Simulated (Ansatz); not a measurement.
## Nudged elastic band, with input and output: C₂H₆ClFSi (part 1 of 2)

- system: C₂H₆ClFSi, SMILES FC(Cl)C[SiH3]
- method: RKS r2SCANh-D4/6-31G (Ansatz 0.2.0)

One setting was made poor on purpose. It belongs to a series of runs on one base structure; here: band between the two ends. Figures and captions count atoms from 1; the log counts them from 0 in places.

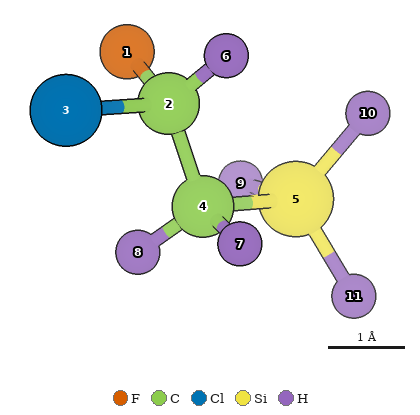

The input geometry (ball-and-stick view, seen at a tilt; atoms are numbered from 1 in the order of the input).

Input file
```yaml
crystal:
  periodic: [false, false, false]
  atoms:
    - { symbol: F, position_ang: [-0.118582, 0.311321, 1.942677] }
    - { symbol: C, position_ang: [0.740302, -0.372286, 1.049906] }
    - { symbol: Cl, position_ang: [1.287542, -1.947604, 1.929634] }
    - { symbol: C, position_ang: [0.021087, -0.677724, -0.223751] }
    - { symbol: Si, position_ang: [-0.724914, 0.927349, -1.00399] }
    - { symbol: H, position_ang: [1.651868, 0.212383, 0.943906] }
    - { symbol: H, position_ang: [0.711401, -1.1404, -0.934854] }
    - { symbol: H, position_ang: [-0.788739, -1.387997, -0.031605] }
    - { symbol: H, position_ang: [-1.988726, 1.319953, -0.309847] }
    - { symbol: H, position_ang: [0.27967, 2.035992, -0.888532] }
    - { symbol: H, position_ang: [-1.005509, 0.662113, -2.452845] }
basis:
  gaussian: { orbitals: "6-31G" }
hamiltonian:
  xc: r2scanh
  dispersion: d4
neb:
  order_check: false
  images: 9
  f_tol: 0.2
  max_iterations: 60
  final_atoms:
    - { symbol: F, position_ang: [0.57444606, -1.81971242, 1.80206758] }
    - { symbol: C, position_ang: [0.36480873, -0.54941062, 1.22353279] }
    - { symbol: Cl, position_ang: [2.00860976, 0.36539072, 1.31235981] }
    - { symbol: C, position_ang: [-0.09248551, -0.69434459, -0.19441186] }
    - { symbol: Si, position_ang: [-0.44603822, 0.97403582, -1.09209791] }
    - { symbol: H, position_ang: [-0.29982818, 0.01283536, 1.87703603] }
    - { symbol: H, position_ang: [0.65188186, -1.2659313, -0.75770337] }
    - { symbol: H, position_ang: [-1.01783441, -1.2840738, -0.18115273] }
    - { symbol: H, position_ang: [-1.13041786, 1.90489947, -0.13312728] }
    - { symbol: H, position_ang: [0.81511996, 1.60217301, -1.59008276] }
    - { symbol: H, position_ang: [-1.36286219, 0.69723836, -2.24572131] }
  initial_path:
    images:
      - { positions_ang: [[-0.118582, 0.311321, 1.942677], [0.740302, -0.372286, 1.049906], [1.287542, -1.947604, 1.929634], [0.021087, -0.677724, -0.223751], [-0.724914, 0.927349, -1.00399], [1.651868, 0.212383, 0.943906], [0.711401, -1.1404, -0.934854], [-0.788739, -1.387997, -0.031605], [-1.988726, 1.319953, -0.309847], [0.27967, 2.035992, -0.888532], [-1.005509, 0.662113, -2.452845]] }
      - { positions_ang: [[-0.12103963, 0.04729924, 1.99187343], [0.69284431, -0.37969256, 1.07940851], [1.45857335, -1.76749734, 1.7891883], [-0.00284377, -0.67519309, -0.20671628], [-0.68151359, 0.91937232, -1.02601955], [1.42849098, 0.30580398, 1.03789446], [0.66460197, -1.17571684, -0.89826167], [-0.84804502, -1.3439754, -0.02108979], [-1.87860722, 1.41719924, -0.31379325], [0.37810392, 1.9530906, -0.96986414], [-1.0251653, 0.64240985, -2.44192103]] }
      - { positions_ang: [[-0.12349726, -0.21672253, 2.04106987], [0.64538661, -0.38709912, 1.10891101], [1.62960469, -1.58739068, 1.6487426], [-0.02677454, -0.67266219, -0.18968155], [-0.63811319, 0.91139565, -1.0480491], [1.20511396, 0.39922495, 1.13188292], [0.61780295, -1.21103368, -0.86166934], [-0.90735104, -1.2999538, -0.01057457], [-1.76848844, 1.51444548, -0.31773951], [0.47653784, 1.87018921, -1.05119627], [-1.04482159, 0.6227067, -2.43099706]] }
      - { positions_ang: [[-0.12595489, -0.48074429, 2.0902663], [0.59792892, -0.39450567, 1.13841352], [1.80063604, -1.40728401, 1.5082969], [-0.0507053, -0.67013128, -0.17264683], [-0.59471278, 0.90341897, -1.07007866], [0.98173694, 0.49264593, 1.22587138], [0.57100392, -1.24635051, -0.82507701], [-0.96665706, -1.2559322, -5.936e-05], [-1.65836966, 1.61169172, -0.32168576], [0.57497177, 1.78728781, -1.13252841], [-1.06447789, 0.60300355, -2.42007309]] }
      - { positions_ang: [[-0.12841252, -0.74476606, 2.13946274], [0.55047122, -0.40191223, 1.16791602], [1.97166739, -1.22717735, 1.36785121], [-0.07463607, -0.66760037, -0.1556121], [-0.55131238, 0.89544229, -1.09210821], [0.75835992, 0.58606691, 1.31985985], [0.52420489, -1.28166735, -0.78848468], [-1.02596308, -1.21191059, 0.01045586], [-1.54825087, 1.70893796, -0.32563201], [0.67340569, 1.70438641, -1.21386055], [-1.08413418, 0.5833004, -2.40914912]] }
      - { positions_ang: [[-0.13087015, -1.00878782, 2.18865917], [0.50301353, -0.40931879, 1.19741853], [2.14269873, -1.04707069, 1.22740551], [-0.09856684, -0.66506947, -0.13857738], [-0.50791197, 0.88746561, -1.11413776], [0.5349829, 0.67948788, 1.41384831], [0.47740587, -1.31698419, -0.75189235], [-1.08526909, -1.16788899, 0.02097107], [-1.43813209, 1.8061842, -0.32957827], [0.77183961, 1.62148501, -1.29519268], [-1.10379048, 0.56359725, -2.39822515]] }
      - { positions_ang: [[0.01019309, -1.17097274, 2.11134085], [0.47537257, -0.43733716, 1.20264138], [2.11588094, -0.76457841, 1.24439637], [-0.09735058, -0.67092449, -0.14974427], [-0.49553722, 0.90477966, -1.10972979], [0.36802068, 0.54615738, 1.50648585], [0.51230107, -1.30677361, -0.75305456], [-1.07178216, -1.19112595, -0.01945369], [-1.37658925, 1.82592725, -0.29028807], [0.78049568, 1.61762261, -1.3541707], [-1.15560482, 0.59032547, -2.36772438]] }
      - { positions_ang: [[0.15125633, -1.33315766, 2.03402253], [0.44773161, -0.46535552, 1.20786423], [2.08906314, -0.48208613, 1.26138723], [-0.09613431, -0.67677952, -0.16091117], [-0.48316247, 0.9220937, -1.10532182], [0.20105847, 0.41282687, 1.5991234], [0.54719626, -1.29656303, -0.75421676], [-1.05829522, -1.21436292, -0.05987845], [-1.3150464, 1.8456703, -0.25099787], [0.78915175, 1.61376021, -1.41314872], [-1.20741916, 0.61705369, -2.33722361]] }
      - { positions_ang: [[0.29231958, -1.49534258, 1.95670421], [0.42009065, -0.49337389, 1.21308709], [2.06224535, -0.19959384, 1.27837809], [-0.09491804, -0.68263454, -0.17207806], [-0.47078772, 0.93940774, -1.10091385], [0.03409625, 0.27949637, 1.69176094], [0.58209146, -1.28635246, -0.75537897], [-1.04480828, -1.23759988, -0.10030321], [-1.25350355, 1.86541336, -0.21170767], [0.79780782, 1.60989781, -1.47212673], [-1.2592335, 0.64378191, -2.30672284]] }
      - { positions_ang: [[0.43338282, -1.6575275, 1.8793859], [0.39244969, -0.52139226, 1.21830994], [2.03542756, 0.08289844, 1.29536895], [-0.09370178, -0.68848957, -0.18324496], [-0.45841297, 0.95672178, -1.09650588], [-0.13286597, 0.14616587, 1.78439849], [0.61698666, -1.27614188, -0.75654117], [-1.03132134, -1.26083684, -0.14072797], [-1.19196071, 1.88515641, -0.17241748], [0.80646389, 1.60603541, -1.53110475], [-1.31104784, 0.67051014, -2.27622207]] }
      - { positions_ang: [[0.57444606, -1.81971242, 1.80206758], [0.36480873, -0.54941062, 1.22353279], [2.00860976, 0.36539072, 1.31235981], [-0.09248551, -0.69434459, -0.19441186], [-0.44603822, 0.97403582, -1.09209791], [-0.29982818, 0.01283536, 1.87703603], [0.65188186, -1.2659313, -0.75770337], [-1.01783441, -1.2840738, -0.18115273], [-1.13041786, 1.90489947, -0.13312728], [0.81511996, 1.60217301, -1.59008276], [-1.36286219, 0.69723836, -2.24572131]] }
```

Hardware: 1 thread of AMD EPYC (Zen 5), 24 GiB of memory available, shared host.

Launch command:
```bash
ansatz run input.yaml --threads 1 --pin off --max-ram 2048MiB --backend cpu --events-out ev --progress --plain --runs-dir out
```

What the program printed
```
Engine: ansatz 0.2.0, x86_64-unknown-linux-gnu
Functional definition: r2SCANh
  parameter a = 0.1
  parameter k0 = 0.174
  parameter k1 = 0.065
  parameter a1 = 4.9479
  exchange = (1 - a)*r2scan_x(k0 = k0, k1 = k1, a1 = a1) + a*exact_x
  correlation = r2scan_c
871 factors; integrals over basis functions are off by at most 1.6e-4 eV
mean field evaluation 1: about -25278.3806 eV, gradient 3.5e1 eV
mean field evaluation 2: about -25277.1818 eV, gradient 4.1e1 eV
mean field evaluation 4: about -25281.0894 eV, gradient 2.0e0 eV
mean field evaluation 8: about -25281.0918 eV, gradient 1.1e-1 eV
mean field -25281.09178819 eV, -929.0629870766 hartree, gradient 3.0e-5 eV, S^2 0.000000; 0 other end points of the search recorded, 0 dependent functions left out
the calculation of the forces begins
reference -25281.09179680 eV, -929.0629873931 hartree; 29, 29 occupied and 36, 36 virtual orbitals, 871 factors
871 factors; integrals over basis functions are off by at most 1.6e-4 eV
mean field evaluation 16: about -25278.2989 eV, gradient 3.5e1 eV
mean field -25281.04293837 eV, -929.0611918789 hartree, gradient 3.0e-5 eV, S^2 0.000000; 0 other end points of the search recorded, 0 dependent functions left out
[... from here on the field's lines of each further geometry are left out, up to the last ...]
NEB iter   1: max|band force component| = 1.156e1 eV/Å  barrier→ = 3.1312 eV  barrier← = 3.0840 eV  Δτ_max = 0.1835 Å  (257 SCF iters)
NEB iter   2: max|band force component| = 3.400e0 eV/Å  barrier→ = 0.6700 eV  barrier← = 0.6228 eV  Δτ_max = 0.0823 Å  (242 SCF iters)
NEB iter   3: max|band force component| = 1.422e0 eV/Å  barrier→ = 0.2871 eV  barrier← = 0.2400 eV  Δτ_max = 0.0661 Å  (233 SCF iters)
NEB iter   4: max|band force component| = 4.852e-1 eV/Å  barrier→ = 0.2405 eV  barrier← = 0.1933 eV  CI = image 5  Δτ_max = 0.0515 Å  (222 SCF iters)
NEB iter   5: max|band force component| = 2.743e-1 eV/Å  barrier→ = 0.2389 eV  barrier← = 0.1917 eV  CI = image 5  Δτ_max = 0.0449 Å  (218 SCF iters)
the calculation of the forces begins
reference -25281.03451060 eV, -929.0608821639 hartree; 29, 29 occupied and 36, 36 virtual orbitals, 871 factors
871 factors; integrals over basis functions are off by at most 1.6e-4 eV
mean field evaluation 576: about -25280.8534 eV, gradient 2.6e-5 eV
mean field -25280.85344730 eV, -929.0542282103 hartree, gradient 1.9e-5 eV, S^2 0.000000; 1 other end points of the search recorded, 0 dependent functions left out
the calculation of the forces begins
reference -25280.85345554 eV, -929.0542285130 hartree; 29, 29 occupied and 36, 36 virtual orbitals, 871 factors
NEB iter   6: max|band force component| = 1.239e-1 eV/Å  barrier→ = 0.2384 eV  barrier← = 0.1912 eV  CI = image 5  Δτ_max = 0.0000 Å  (450 SCF iters)
```

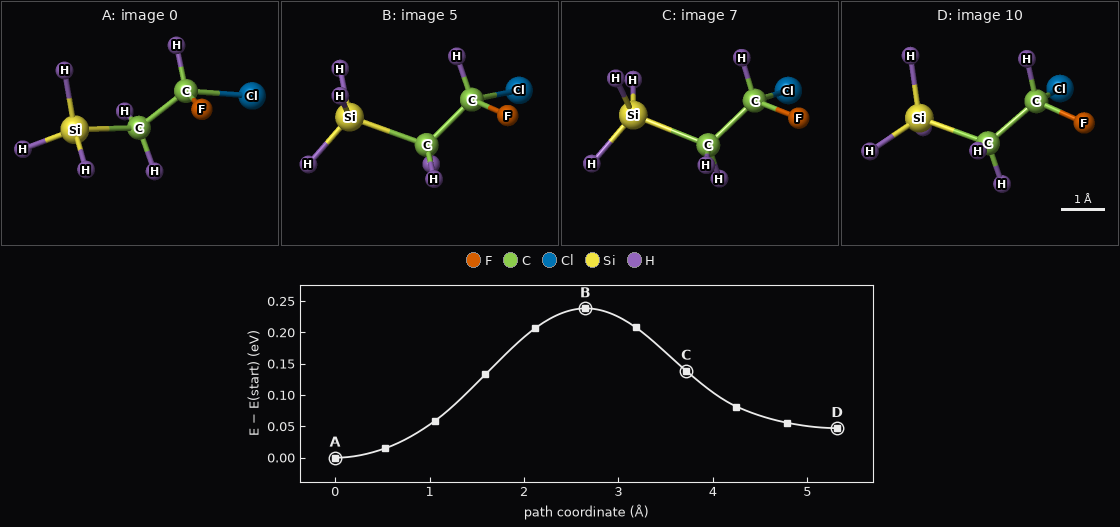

Images of the last band (counted from 0; ball-and-stick, seen at a tilt) above the energy along the path; the line is a cubic interpolation that uses the forces. The highest image is number 5, 0.238 eV above the start and 0.191 eV above the end (the climbing image); the end lies 0.047 eV above the start. The path is 5.32 Å long. The band converged in 6 iterations.
